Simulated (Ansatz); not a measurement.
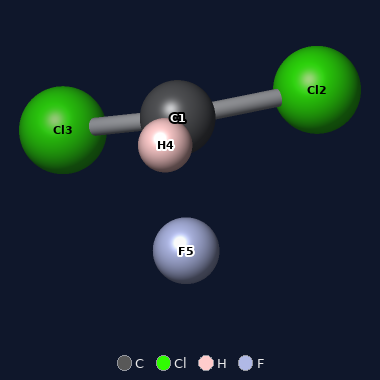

The system is the reacting system CHCl₂F (fragments CCl₂ + FH where the first distance is long, CHCl₂F where the second is long); the picture shows the reference structure. Coordinates scanned: (1) distance C1–F5 (bond that forms); (2) distance H4–F5 (bond that breaks). Relaxed at each point: all other coordinates. Grid: 8 × 8 points. Points are written as (first, second). Energies: eV, counted from the lowest grid point. Energies and slopes of some neighbouring points disagree (a jump in structure or state, or too coarse a mesh). The reference is spin-restricted, so regions where a bond is pulled apart into radicals lie too high. Method: RKS wB97X-V/def2-SVP in Ansatz.

Its coordinates:

```xyz
5

C     0.0139   -0.2342   -0.2221
Cl    1.6705   -0.0307   -0.5564
Cl   -0.3615   -1.4938    0.8595
H    -0.7761    0.5529   -0.5424
F    -0.5468    1.2057    0.4613
```

Range: distance C1–F5 (bond that forms) from 1.224 to 2.424 Å; distance H4–F5 (bond that breaks) from 0.819 to 2.319 Å.

> What will the energy surface look like?

The lowest grid point is at (1.329 Å, 2.056 Å). The highest grid point, (1.224 Å, 0.819 Å), lies 7.53 eV above the lowest.

```csv
"second ↓, first →",1.224,1.329,1.475,1.640,1.820,2.012,2.214,2.424
2.319,1.20,0.58,0.52,1.00,1.78,2.62,3.41,4.09
2.056,0.39,0.00,0.23,0.95,1.84,2.71,3.48,4.12
1.804,0.42,0.18,0.54,1.28,2.14,2.93,3.59,4.13
1.564,1.28,1.02,1.30,1.92,2.59,3.18,3.66,4.05
1.339,2.84,2.41,2.43,2.75,3.10,3.38,3.60,3.80
1.132,4.87,4.10,3.70,3.58,3.49,3.40,3.33,3.32
0.951,6.76,5.58,4.69,4.09,3.65,3.31,3.08,2.95
0.819,7.53,6.27,5.28,4.63,4.17,3.84,3.62,3.49
```

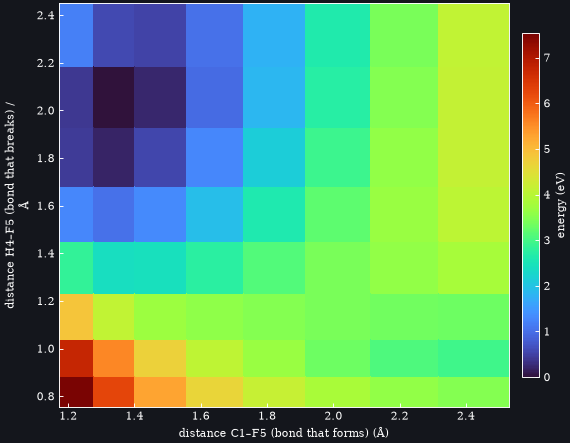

Drawn: one coloured cell a grid point.

Time for the 64 points that were run: 14 min on 1 thread of AMD EPYC 9R45 96-Core Processor (Zen 5) (shared host).
